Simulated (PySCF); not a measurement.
# P2H6: frequency calculation

System: P2H6, multiplicity 3.
Method: UKS-based PBE0, P def2-TZVP, H def2-TZVP; non-relativistic Hamiltonian; density fitting (PySCF 2.14.0).

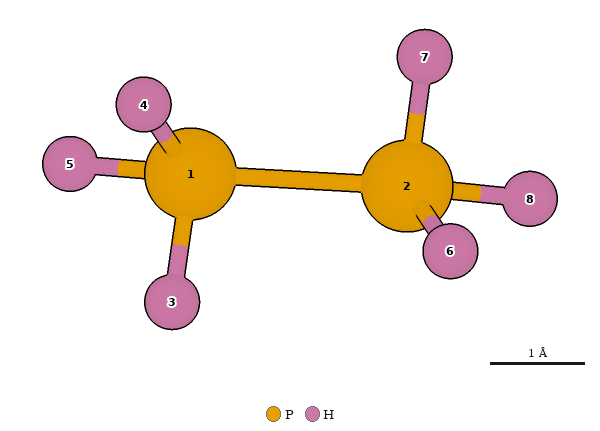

Figure 1. The input geometry (ball-and-stick view, seen at a tilt; atoms are numbered from 1 in the order of the input). Bond lengths as drawn: H–P 1.42 to 1.49 Å and P–P 2.32 Å.

**Summary**

```csv
quantity,value
outcome,converged
total energy,−685.897868 hartree
⟨S²⟩,2.009
zero-point energy,0.047850 hartree
dipole moment,0.84 D
"wavenumbers, lowest and highest",102 and 2392 cm⁻¹
hardware,"4 threads of Arm Neoverse V1, 24 GiB of memory available, shared host"
wall time,1.9 min (CPU time 5.9 min)
peak memory,2.1 GiB
```

**The input**
```python
from pyscf import gto, scf, dft
mol = gto.M(atom='''
P     -0.176793    -0.021218     1.144364
P      0.176793    -0.021218    -1.144364
H      1.172506     0.255985     1.468985
H     -0.939122     1.117671     1.554619
H     -0.424051    -0.746071     2.425237
H      0.939122     1.117671    -1.554619
H     -1.172506     0.255985    -1.468985
H      0.424051    -0.746071    -2.425237''',
    basis={'P': 'def2-TZVP', 'H': 'def2-TZVP'},
    charge=0, spin=2)
mf = dft.UKS(mol, xc='PBE0')
mf.grids.atom_grid = (75, 302)
aux = {'P': 'def2-universal-JKFIT', 'H': 'def2-universal-JKFIT'}
mf = mf.density_fit(auxbasis=aux)
mf.conv_tol = 1e-09
mf.diis_space = 10
mf.max_cycle = 60
mf.verbose = 4
mf.kernel()
```

The script is an equivalent of the set-up of the self-consistent field. The run itself was carried out by a driver, which started from the orbitals of the step before it where there was one and computed the further properties.

Launched with:
```bash
OMP_NUM_THREADS=4 python axn.py task.json out
```

**The program's output**
```
init E= -685.897868049813
  alpha nocc = 19  HOMO = -0.126591107098646  LUMO = 0.029484162179661
  beta  nocc = 17  HOMO = -0.345673866081225  LUMO = -0.089550494481232
  HOMO = -0.126591107099  LUMO = -0.0895504944812  gap/eV = 1.00793
cycle= 1 E= -685.897868049815  delta_E= -2.27e-12  |g|= 9.99e-07  |ddm|= 4.48e-06
  alpha nocc = 19  HOMO = -0.126591170997905  LUMO = 0.0294841123398353
  beta  nocc = 17  HOMO = -0.345674026967628  LUMO = -0.0895507227662122
  HOMO = -0.126591170998  LUMO = -0.0895507227662  gap/eV = 1.00792
Extra cycle  E= -685.897868049812  delta_E= 3.18e-12  |g|= 9e-07  |ddm|= 2.66e-06
converged SCF energy = -685.897868049812  <S^2> = 2.0091975  2S+1 = 3.0061254
```

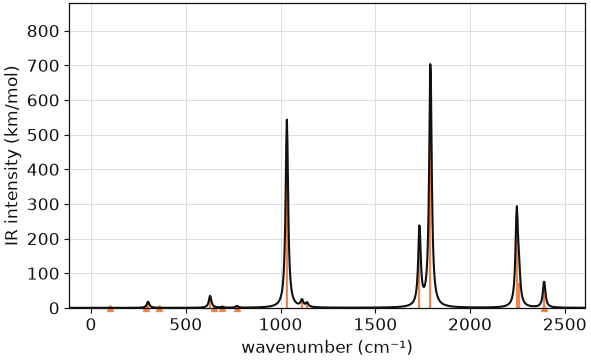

Figure 2. Harmonic infrared spectrum, unscaled: sticks (degenerate modes added up, dark ones marked on the axis) with a Lorentzian envelope of 16 cm⁻¹ full width, scaled to the tallest stick. 18 modes from 102 to 2392 cm⁻¹, none imaginary. The strongest line is at 1791 cm⁻¹ (704 km/mol).

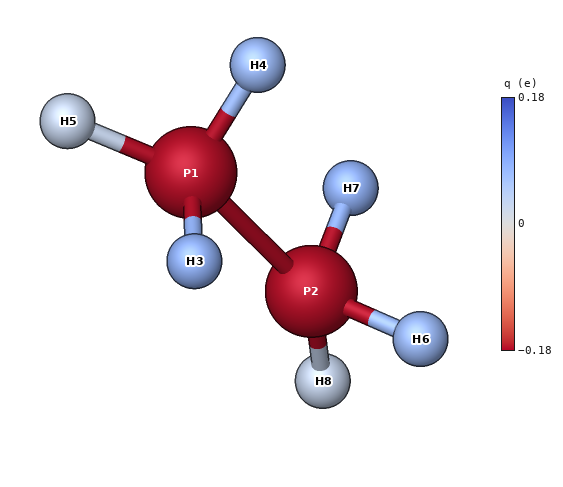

Figure 3. Mulliken charges, as the colour of each atom (ball-and-stick view, seen at a tilt; atoms are numbered from 1 in the order of the input; Mulliken charges depend strongly on the basis). By element: P −0.17 and H +0.03 to +0.08 e.
